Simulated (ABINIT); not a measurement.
# Excitons of Te2Mo (P6_3/mmc) on ever denser meshes

Aim: follow the lowest exciton of Te2Mo (P6_3/mmc) as the mesh is refined.

Program: ABINIT 10.8.3. Level of theory: PBE and many-body steps on it, plane waves. Results are calculated unless marked as measured.

### Step 1. The starting structure

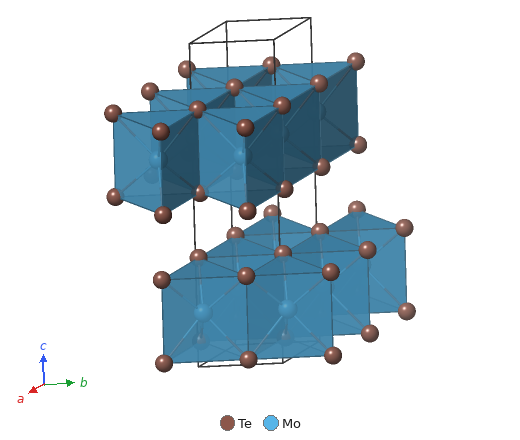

Start, viewed slightly off an axis; tellurium brown, molybdenum blue. 3×2×1 cells are drawn. Some periodic images of atoms are drawn too.

Coordinates:

```cif
data_structure
_symmetry_space_group_name_H-M 'P 1'
_symmetry_Int_Tables_number 1
_cell_length_a 3.5182
_cell_length_b 3.5182
_cell_length_c 13.9736
_cell_angle_alpha 90.000
_cell_angle_beta 90.000
_cell_angle_gamma 120.000
_cell_volume 149.79
loop_
_atom_site_label
_atom_site_type_symbol
_atom_site_fract_x
_atom_site_fract_y
_atom_site_fract_z
_atom_site_occupancy
Te1 Te 0.33333 0.66667 0.62100 1
Te2 Te 0.66667 0.33333 0.12100 1
Te3 Te 0.33333 0.66667 0.87900 1
Te4 Te 0.66667 0.33333 0.37900 1
Mo5 Mo 0.33333 0.66667 0.25000 1
Mo6 Mo 0.66667 0.33333 0.75000 1
```

The cell and positions come from the Crystallography Open Database and are kept as given unless a step says otherwise. Spin-orbit coupling is left out unless a step names it.

### Step 2. Empty states on the mesh, 3×3×1 mesh, 264 bands

This step: ABINIT 10.8.3; DFT, PBE, plane waves, norm-conserving pseudopotentials.

The sums over transitions need many empty states on a uniform mesh; this step solves for them.

Contents of run.abi:

```
acell 3*1.0 Angstrom
rprim 
  3.518200000003 -0.000000000001 0.000000000000
  -1.759100000001 3.046850575598 0.000000000000
  0.000000000000 0.000000000000 13.973600000000
ntypat 2
znucl 52 42
natom 6
typat 1 1 1 1 2 2
xred 
  0.333333333333 0.666666666667 0.621000000000
  0.666666666667 0.333333333333 0.121000000000
  0.333333333333 0.666666666667 0.879000000000
  0.666666666667 0.333333333333 0.379000000000
  0.333333333333 0.666666666667 0.250000000000
  0.666666666667 0.333333333333 0.750000000000
pp_dirpath "pseudos"
pseudos "Te.upf, Mo.upf"
ecut 39
ngkpt 3 3 1
nshiftk 1
shiftk 0 0 0
kptopt 1
chksymbreak 0
iscf -2
irdden 1
istwfk *1
nband 264
nbdbuf 24
tolwfr 1e-09
nstep 60
prtvol 0
indata_prefix "in"
outdata_prefix "out"
tmpdata_prefix "tmp"
```

Run with:

```bash
OMP_NUM_THREADS=1 mpirun -n 3 abinit run.abi > log
```

Numbers of over 12 decimals in the logs are rounded to 6 here.

The log of the run:

```text
.Version 10.8.3 of ABINIT. v10.8.2 released Aug 2026.

 Symmetries : space group P6_3/m m c (#194); Bravais hP (primitive hexag.)
[... echo of the input left out ...]
== DATASET  1 ==================================================================
-   mpi_nproc: 3, omp_nthreads: 1 (-1 if OMP is not activated)

--- !DatasetInfo
iteration_state: {dtset: 1, }
dimensions: {natom: 6, nkpt: 3, mband: 264, nsppol: 1, nspinor: 1, nspden: 1, mpw: 11799, }
cutoff_energies: {ecut:  39.0, pawecutdg:  -1.0, }
[...]
2.38635    2.40784    2.41112    2.41112    2.41469    2.41495    2.41495    2.41563
   2.41572    2.42406    2.42828    2.43583    2.44299    2.44517    2.44871    2.45537
 prteigrs : prtvol=0 or 1, do not print more k-points.

== END DATASET(S) ==============================================================
================================================================================

 -outvars: echo values of variables after computation  --------
            nband         264
             nkpt           3
          spgroup         194
 [... the other variables as echoed above ...]

 Calculation completed.
```

Wall time 3.5 min (3 MPI ranks of Arm Neoverse V1, shared host); peak memory 0.45 GiB; 11 min of CPU time.

This step gave:

| Quantity | Value |
| --- | --- |
| gap | 0.9742 eV |
| k of the valence top | 0, 0, 0 |
| k of the conduction bottom | 0.3333, 0.3333, 0 |
| least direct gap | 1.039 eV |
| k points computed | 3 |
| lowest point of the top converged band, above the valence top | 52.9414 eV |

On this mesh the gap is 0.974 eV.

The density comes from a self-consistent run that is not shown.

### Step 3. Screening, 3×3×1 mesh, 240 bands, screening to 130.6 eV

The RPA dielectric matrix is built and inverted for each q.

This step: RPA screening on PBE, plane waves, norm-conserving pseudopotentials.

run.abi, as its differences from that of step 2:

```diff
@@ -24,10 +24,11 @@
 chksymbreak 0
-iscf -2
-irdden 1
 istwfk *1
-nband 264
-nbdbuf 24
-tolwfr 1e-09
-nstep 60
-prtvol 0
+occopt 1
+irdwfk 1
+optdriver 3
+nband 240
+ecuteps 4.8
+inclvkb 2
+awtr 1
+symchi 1
 indata_prefix "in"
```

Run with:

```bash
OMP_NUM_THREADS=1 mpirun -n 4 abinit run.abi > log
```

The log of the run:

```text
.Version 10.8.3 of ABINIT. v10.8.2 released Aug 2026.

 Symmetries : space group P6_3/m m c (#194); Bravais hP (primitive hexag.)
[... echo of the input left out ...]
== DATASET  1 ==================================================================
-   mpi_nproc: 4, omp_nthreads: 1 (-1 if OMP is not activated)

--- !DatasetInfo
iteration_state: {dtset: 1, }
dimensions: {natom: 6, nkpt: 3, mband: 240, nsppol: 1, nspinor: 1, nspden: 1, mpw: 11799, }
cutoff_energies: {ecut:  39.0, pawecutdg:  -1.0, }
[...]
--------------------------------------------------------------------------------
[... chi0 elements left out ...]
 For q-point:  0.000010 0.000020 0.000030
  dielectric constant =  20.3861
  dielectric constant without local fields =  23.1218

  Average fulfillment of the sum rule on Im[epsilon] for q-point    1 :     67.36  [%]
[... wings left out ...]
  q-point number  2        q = ( 0.333333, 0.000000, 0.000000) [r.l.u.]
--------------------------------------------------------------------------------
[... chi0 elements left out ...]
  Average fulfillment of the sum rule on Im[epsilon] for q-point    2 :     63.40  [%]

 [... 1 further q-points ...]
```

Wall time 3.2 min (4 MPI ranks); peak memory 2.4 GiB.

This step gave:

```
ε∞ with local fields, on this mesh, along the program's q direction : 20.39
the same without local fields                                       : 23.12
plasma frequency                                                    : 33.79 eV
plane waves in the screening matrix                                 : 525
```

Local fields lower ε∞ by 12 %. On a Γ-centred mesh this coarse the value itself is usually too large, while a short band sum pulls it down.

### Step 4. Self-energy, 3×3×1 mesh, 240 bands, screening to 130.6 eV

The self-energy is evaluated for the states that the input lists, and the levels follow from it, in one-shot runs by the linearised quasiparticle equation.

This step: G0W0 on PBE, plane waves, norm-conserving pseudopotentials.

run.abi, as its differences from that of step 3:

```diff
@@ -27,8 +27,17 @@
 irdwfk 1
-optdriver 3
+optdriver 4
 nband 240
+gwcalctyp 0
+ecutsigx 39
+symsigma 1
+nkptgw 2
+kptgw 
+  0.0000000000 0.0000000000 0.0000000000
+  0.3333333333 0.3333333333 0.0000000000
+bdgw 
+  61 64
+  61 64
 ecuteps 4.8
-inclvkb 2
-awtr 1
-symchi 1
+irdscr 1
+ppmodel 1
 indata_prefix "in"
```

The log of the run:

```text
.Version 10.8.3 of ABINIT. v10.8.2 released Aug 2026.

 Symmetries : space group P6_3/m m c (#194); Bravais hP (primitive hexag.)
[... echo of the input left out ...]
== DATASET  1 ==================================================================
-   mpi_nproc: 4, omp_nthreads: 1 (-1 if OMP is not activated)

--- !DatasetInfo
iteration_state: {dtset: 1, }
dimensions: {natom: 6, nkpt: 3, mband: 240, nsppol: 1, nspinor: 1, nspden: 1, mpw: 11799, }
cutoff_energies: {ecut:  39.0, pawecutdg:  -1.0, }
[...]
Band     E0 <VxcDFT>   SigX SigC(E0)      Z dSigC/dE  Sig(E)    E-E0       E
[...]
63  10.905 -17.027 -12.263  -3.854   0.771  -0.297 -16.326   0.701  11.606
       64  10.905 -17.027 -12.263  -3.854   0.771  -0.297 -16.326   0.701  11.606

== END DATASET(S) ==============================================================
================================================================================

 -outvars: echo values of variables after computation  --------
           etotal      0.0000000000E+00
            nband         240
             nkpt           3
          spgroup         194
 [... the other variables as echoed above ...]

 Calculation completed.
```

Wall time 30 s (4 MPI ranks); peak memory 1.6 GiB.

Numbers from this step:

```
G0W0 gap on the points computed              : 1.436 eV
starting gap on the mesh                     : 0.9742 eV
k of the valence top                         : 0, 0, 0
k of the conduction bottom                   : 0.3333, 0.3333, 0
least direct G0W0 gap on the computed points : 1.476 eV
```

The gap on the mesh goes from 0.97 eV to 1.44 eV, a correction of +0.46 eV.

The gap opens by 0.462 eV; the next steps shift the empty bands rigidly by 0.437 eV, the correction at the start's least direct gap.

### Step 5. Excitons

Light makes an electron and a hole together. The Bethe-Salpeter equation adds their screened attraction and their exchange, in a window of bands around the gap.

This step: Bethe-Salpeter equation on PBE with a scissors shift, plane waves, norm-conserving pseudopotentials.

run.abi, as its differences from that of step 4:

```diff
@@ -27,17 +27,17 @@
 irdwfk 1
-optdriver 4
-nband 240
-gwcalctyp 0
-ecutsigx 39
-symsigma 1
-nkptgw 2
-kptgw 
-  0.0000000000 0.0000000000 0.0000000000
-  0.3333333333 0.3333333333 0.0000000000
-bdgw 
-  61 64
-  61 64
-ecuteps 4.8
+optdriver 99
+bs_calctype 1
+mbpt_sciss 0.437 eV
+bs_loband 52
+nband 68
+bs_exchange_term 1
+bs_coulomb_term 11
+bs_coupling 0
+bs_algorithm 1
+bs_freq_mesh 0 4 0.05 eV
+zcut 0.1 eV
+ecuteps 3
+ecutwfn 19.5
+inclvkb 2
 irdscr 1
-ppmodel 1
 indata_prefix "in"
```

The log of the run:

```text
.Version 10.8.3 of ABINIT. v10.8.2 released Aug 2026.

 Symmetries : space group P6_3/m m c (#194); Bravais hP (primitive hexag.)
[... echo of the input left out ...]
== DATASET  1 ==================================================================
-   mpi_nproc: 4, omp_nthreads: 1 (-1 if OMP is not activated)

--- !DatasetInfo
iteration_state: {dtset: 1, }
dimensions: {natom: 6, nkpt: 3, mband: 68, nsppol: 1, nspinor: 1, nspden: 1, mpw: 4205, }
cutoff_energies: {ecut:  19.5, pawecutdg:  -1.0, }
electrons: {nelect:   1.24000000E+02, charge:   0.00000000E+00, occopt:   1.00000000E+00, tsmear:   1.00000000E-02, }

 Exciton: Calculation of dielectric properties by solving the Bethe-Salpeter equation
 in frequency domain and reciprocal space on a transitions basis set.
 Based on a program developed by L. Reining, V. Olevano, F. Sottile,
 S. Albrecht, and G. Onida. Incorporated in ABINIT by M. Giantomassi.

.Using double precision arithmetic ; gwpc =  8

[... cell and pseudopotentials left out ...]
--------------------------------------------------------------------------------

 ==== K-mesh for the wavefunctions ====
 Number of points in the irreducible wedge :     3
[... list of points left out ...]
 Together with 24 symmetry operations and time-reversal symmetry
 yields     9 points in the full Brillouin Zone.

 ==== Q-mesh for the screening function ====
 Number of points in the irreducible wedge :     3
[... list of points left out ...]
 Together with 24 symmetry operations and time-reversal symmetry
 yields     9 points in the full Brillouin Zone.

 vcoul_init : cutoff-mode = AUXILIARY_FUNCTION
 q-points for optical limit:   1
     1)      0.000010    0.000020    0.000030
 setmesh: FFT mesh size selected  =    20x   20x   80
          total number of points  =        32000

 ==== Fundamental parameters for the solution of the Bethe-Salpeter equation: ====
 Algorithm: Direct diagonalization.
 Dimension of the v, W matrices,  npweps  = 267
 Cutoff for the wavefunctions,    npwwfn  = 4205
 Number of k-points in the IBZ,   nkibz   = 3
 Highest empty band included,     nband   = 68
 === Spin UP ===
 Number of resonant transitions          594
 Lowest occupied state                   52
 Highest occupied state                  62
 Lowest unoccupied state                 63
 Highest unoccupied state                68
 Minimum frequency [eV]           Emin    =   0.00
 Maximum frequency [eV]           Emax    =   4.00
 Frequency step [eV]              dE      =   0.05
 Lorentzian broadening [eV]       eta     =   0.10
 RPA L0 with KS energies and KS wavefunctions
 Scissors operator energy [eV] =          0.44
 Local fields effects (v term) included
 Excitonic effects (W term) included
 Full W_GG' included
 W is read from an external SCR file
 Resonant-only calculation (Hermitian case)

 Calculating epsilon_Macro(q-->0,w), along the following directions:
 q = (  0.916369  0.000000  0.000000) [r.l.u.]
 q = (  0.000000  0.916369  0.000000) [r.l.u.]
 q = (  0.000000  0.000000  4.202690) [r.l.u.]
 q = (  1.058131 -0.529066  0.000000) [r.l.u.]
 q = ( -0.000000  0.916369  0.000000) [r.l.u.]
 q = (  0.000000  0.000000  4.202690) [r.l.u.]
 Number of electrons calculated from density =  123.3250; Expected =  124.0000
 average of density, n =  0.122004
 r_s =    1.2508
 omega_plasma =   33.6932 [eV]

. Writing resonant excitonic Hamiltonian on file out_BSR; file size=   0.00 [Gb].
 Direct diagonalization of the resonant excitonic Hamiltonian, Matrix size= 594
. Using LAPACK sequential version.
 Excitonic eigenvalues in eV up to n=   32
   1.27061   1.27187   1.27373   1.27498   1.47380   1.50066   1.61608   1.61634
   1.61665   1.61690   1.70366   1.78741   2.09050   2.09770   2.11122   2.11183
   2.12789   2.12855   2.22532   2.23537   2.24543   2.24610   2.25947   2.26020
   2.42048   2.42054   2.42330   2.42396   2.46073   2.46155   2.46313   2.46316

 First excitonic eigenvalue=    1.27 [eV]
 Last  excitonic eigenvalue=   16.36 [eV]

 GW  direct gap       1.48  0.00 [eV]
 EXC direct gap       1.27  0.00 [eV]
 EXC binding energy   0.21  0.00 [eV]

 Excitonic eigenvalues up to the GW energy gap [eV]
  1 (  1.27  0.00)
  2 (  1.27  0.00)
  3 (  1.27  0.00)
  4 (  1.27  0.00)
  5 (  1.47  0.00)

 Macroscopic dielectric function:
 omega [eV] <KS_RPA_nlf>  <GW_RPA_nlf>  <BSE>
   0.0000  17.8648   0.0000  14.5460   0.0000  15.8573   0.0000
   0.0500  17.8828   0.0743  14.5535   0.0303  15.8692   0.0486
   0.1000  17.9372   0.1503  14.5759   0.0609  15.9051   0.0980
   0.1500  18.0291   0.2296  14.6136   0.0922  15.9654   0.1489
   0.2000  18.1605   0.3142  14.6669   0.1244  16.0512   0.2022
   0.2500  18.3343   0.4063  14.7364   0.1580  16.1636   0.2589
   0.3000  18.5544   0.5089  14.8228   0.1934  16.3047   0.3200
   0.3500  18.8262   0.6253  14.9271   0.2311  16.4767   0.3869
   0.4000  19.1569   0.7606  15.0505   0.2716  16.6827   0.4613
   0.4500  19.5559   0.9212  15.1945   0.3156  16.9265   0.5453

 Writing KS-RPA macroscopic dielectric function without local fields to file: out_RPA_NLF_MDF
 Writing GW-RPA macroscopic dielectric function without local fields to file: out_GW_NLF_MDF
 Writing EXC Macroscopic dielectric function to file: out_EXC_MDF

== END DATASET(S) ==============================================================
================================================================================

 -outvars: echo values of variables after computation  --------
           etotal      0.0000000000E+00
            nband          68
             nkpt           3
          spgroup         194
 [... the other variables as echoed above ...]

 Calculation completed.
```

Elapsed: 29 s, on 4 MPI ranks; peak memory 0.67 GiB.

This step gave:

```yaml
direct_gap_of_the_transition_levels: 1.476 eV
transitions_in_the_window: 594
first_strong_exciton_over_a_fiftieth_of_the_strongest_listed: 1.271 eV
lowest_state: 1.271 eV
binding_of_the_lowest_state_below_the_direct_gap: 0.2054 eV
coulomb_term_of_one_mesh_cell: 0.1816 eV
```

The binding is 1.1 times the screened Coulomb term of one mesh cell (0.18 eV), so it is not shown settled.

The lowest state lies at 1.271 eV, 0.205 eV under the direct gap.

Lines within 3 meV are set at the lowest of them, and the highest group, which the list may cut short, is left out; lines within 3 meV are set at the lowest of them, and the highest group, which the list may cut short, is left out. Lines of the exciton spectrum (strongest = 100):

```csv
position (eV),lines merged,"oscillator strength, relative"
1.271,4,100
1.474,1,0.0
1.501,1,13
1.616,4,7.8
1.704,1,0.0
1.787,1,0.0
2.091,1,0.0
```

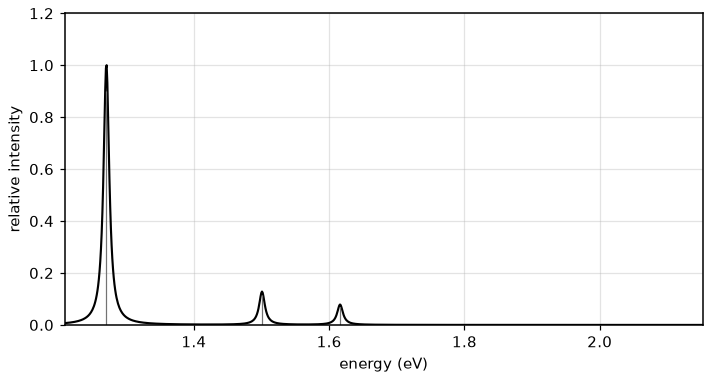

The exciton spectrum, broadened with Lorentzians of width 0.010 eV; bars mark the lines.

The ε₂ has structure finer than the step of the table below, so its rows give means over 0.25 eV, whole bins alone (the curve runs from 0 to 3.95 eV). Peaks (eV: height): BSE 1.250: 37.1, 2.900: 28.2; no electron-hole interaction 1.500: 27.8, 1.700: 25.3, 2.900: 30.3; Kohn-Sham, no shift 1.050: 28.4, 1.250: 25.2, 2.450: 30.8.

Mean over the three Cartesian directions of q; broadening 0.1 eV; transition window only. Limits: finite bands, cutoff and mesh; no spin-orbit coupling; coarse k mesh; exciton not shown settled in the k mesh. ε₂ against photon energy; means over each step:

```csv
photon energy (eV),BSE,no electron-hole interaction,"Kohn-Sham, no shift"
0.25,0.264,0.160,0.420
0.50,0.662,0.371,1.18
0.75,1.59,0.737,4.06
1.00,5.93,1.66,20.2
1.25,27.4,6.46,21.2
1.50,13.0,23.0,6.14
1.75,4.68,18.3,2.92
2.00,3.31,4.37,4.05
2.25,5.70,3.04,12.5
2.50,19.5,4.99,26.0
2.75,26.1,17.7,19.5
3.00,19.8,24.1,10.5
3.25,7.02,17.8,6.04
3.50,5.84,9.19,6.27
3.75,4.35,5.31,11.0
```

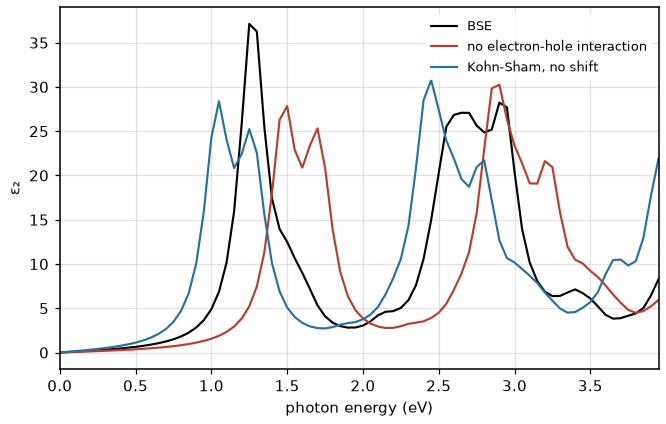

ε₂, plotted against photon energy.

[end of part 1 of 3]

[Paths, hosts, dates, memory and timing lines, banners, echoed tables and standing remarks are left out of the program output.]

[Logs are printed without paths, hosts, clocks, repeated set-up lines and the standing remarks that a program may print on its own settings, such as how far it seeks lower states.]

[Runs of the session that timed out or met a known fault of the program may be left out.]

[Hosts, paths, dates, database ids (printed as entryN), source tags and the programs' standing remarks are cut or masked in the printed files.]

[G0W0 gaps are taken among the corrected bands and points alone; a level outside them can change the order at an edge.]

[Where Ansatz stands beside ABINIT at settings called matched, ABINIT's density can come from a denser mesh and the files from another edition; pairs whose starting gaps differed by over 0.03 eV were left out, so agreement reads better than it is.]
